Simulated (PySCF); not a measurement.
AlF (charge +1, doublet)

```tsv
atom	x (Å)	y (Å)	z (Å)
Al	0.0000	0.0000	-0.6636
F	0.0000	0.0000	0.9424
```

Level of theory: PBE0/def2-TZVP, non-relativistic Hamiltonian with scalar-relativistic core potentials where named, at a bond length of 1.606 Å in PySCF.

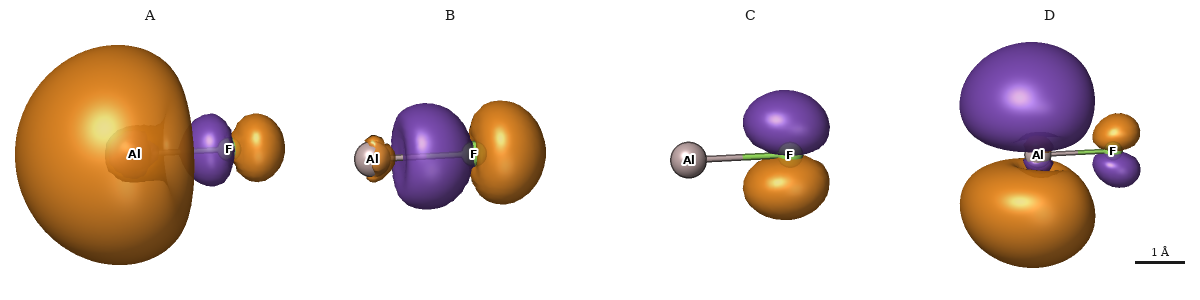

Figure 1. Four frontier β-spin orbitals, each drawn at the value that holds 80 % of its norm (orange and purple are the two phases), in no order; of a degenerate pair one member is drawn.

Q: Label each orbital by symmetry, say whether it is occupied, and order them by energy.

A: Orbital B: σ, occupied in this spin, −19.85 eV; mainly on F (80 %).
Orbital C: π, occupied in this spin, −18.62 eV; mainly on F (90 %).
Orbital A: σ, empty in this spin, −11.89 eV; mainly on Al (90 %).
Orbital D: π, empty in this spin, −7.15 eV; mainly on Al (95 %).

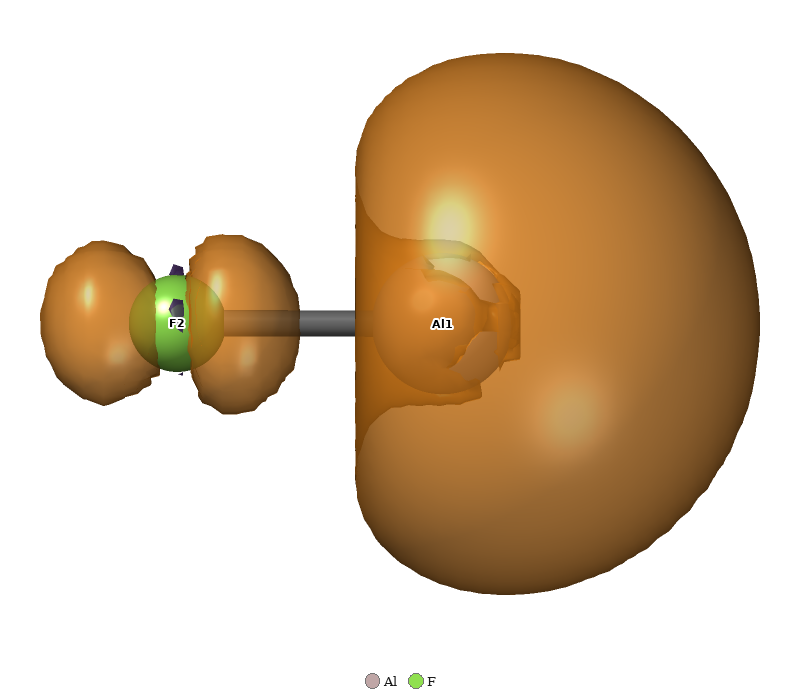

Figure 2. Isosurfaces of the spin density at +0.015 (orange) and −0.015 e/Å³ (purple), seen from one side.

Q: Where is the unpaired spin?

A: The unpaired spin (1 electron) lies mostly on Al1 (about 0.9) and F2 (about 0.1), in electrons by Hirshfeld's partition.

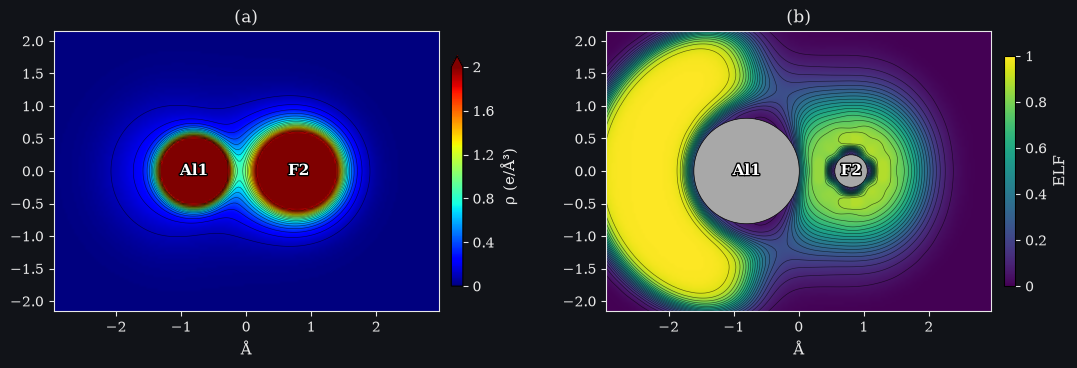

Figure 3. (a) electron density; (b) ELF on a plane that holds the molecular axis. Grey discs cover the atomic cores in the ELF map.

Q: What do the fields say about this system?

A: The plane passes through Al and F nuclei. Al–F (1.61 Å): the density is about 1 e/Å³ at the midpoint; the ELF peaks at about 0.85 in the valence shell of F, 0.6 Å from its nucleus, and is about 0.35 at the midpoint. The ELF also peaks beside F2 and Al1, away from the bonds: non-bonding electrons, paired or unpaired.

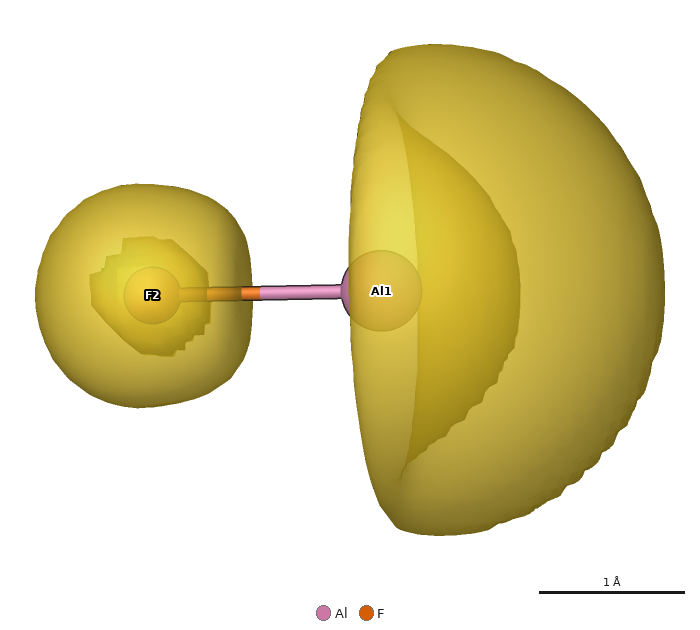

Figure 4. Isosurface of the electron localisation function at 0.75 (yellow), seen from one side. Core shells and regions of very low density are left out.

Q: What do the ELF domains correspond to?

A: At this value the surface marks out one lobe on Al, pointing away from the bonds (non-bonding electrons) and one region wrapped around F (its valence shell).
